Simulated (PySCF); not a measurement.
# H9N3Tl (Tl(NH3)33+): the cost of one run

Program: PySCF 2.14.0. Level of theory: several levels, as the steps say, no spin–orbit coupling. These are calculated values, not measurements.

1 further run of the same task is left out (for a known fault of the program).

**1. The system as given**

13 atoms, charge 3, spin multiplicity 1.

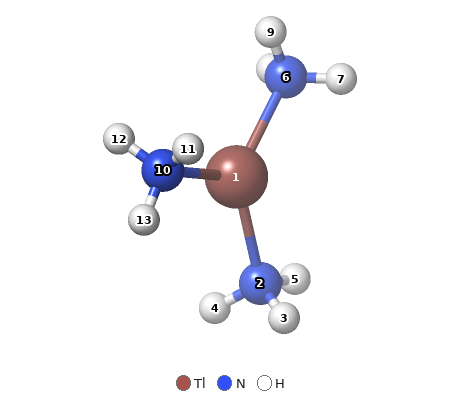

The geometry (thallium brown, nitrogen blue, hydrogen white); atoms are numbered from 1 in the order of the file.

As a file:

```xyz
13
charge 3, multiplicity 1
Tl    0.0000    0.0000    0.0000
N     2.2631    0.0015    0.0000
H     2.6470   -0.4806    0.8343
H     2.6470   -0.4806   -0.8343
H     2.6524    0.9618    0.0000
N    -1.1329    1.9591    0.0000
H    -0.9073    2.5327    0.8343
H    -0.9073    2.5327   -0.8343
H    -2.1591    1.8161    0.0000
N    -1.1302   -1.9607    0.0000
H    -1.7397   -2.0521    0.8343
H    -1.7397   -2.0521   -0.8343
H    -0.4932   -2.7779    0.0000
```

Formal oxidation states: Tl +3. An earlier session relaxed this geometry at PBE0, Tl def2-SVP with ECP60, N def2-SVP, H def2-SVP (singlet, point group C3h).

At PBE0 on the finer grid: E = -340.650288 Eh, HOMO -25.42 eV, LUMO -18.73 eV, Mulliken charge on Tl1 +1.12 e, largest force component 0.002 eV/Å. 

Levels to run: wB97X; M06-L; PBE0, TZVP. Hardware: 2 threads of Arm Neoverse V2, shared host.

**2. wB97X**

Input file run.py (the lines that set the calculation):

```python
mol = gto.M(atom='''
Tl     0.00000     0.00000     0.00000
N      2.26309     0.00152     0.00000
H      2.64700    -0.48062     0.83426
H      2.64700    -0.48062    -0.83426
H      2.65235     0.96184     0.00000
N     -1.13286     1.95914     0.00000
H     -0.90727     2.53267     0.83426
H     -0.90727     2.53267    -0.83426
H     -2.15915     1.81608     0.00000
N     -1.13023    -1.96066     0.00000
H     -1.73972    -2.05206     0.83426
H     -1.73972    -2.05206    -0.83426
H     -0.49320    -2.77792     0.00000''',
    basis={'Tl': 'def2-SVP', 'N': 'def2-SVP', 'H': 'def2-SVP'},
    ecp={'Tl': 'def2-SVP'},
    charge=3, spin=0)
mf = dft.RKS(mol, xc='WB97X')
mf.grids.atom_grid = (75, 302)
mf = mf.density_fit()  # fitting sets: Tl def2-universal-JKFIT, N def2-universal-JKFIT, H def2-universal-JKFIT
mf.conv_tol = 1e-08; mf.max_cycle = 55
mf.kernel(dm0)  # dm0: the density of the relaxed state
```

Command:

```
> OMP_NUM_THREADS=2 python run.py
```

**Question.** How long does this run take on 2 threads of Arm Neoverse V2, shared host?

About 7.5 s.
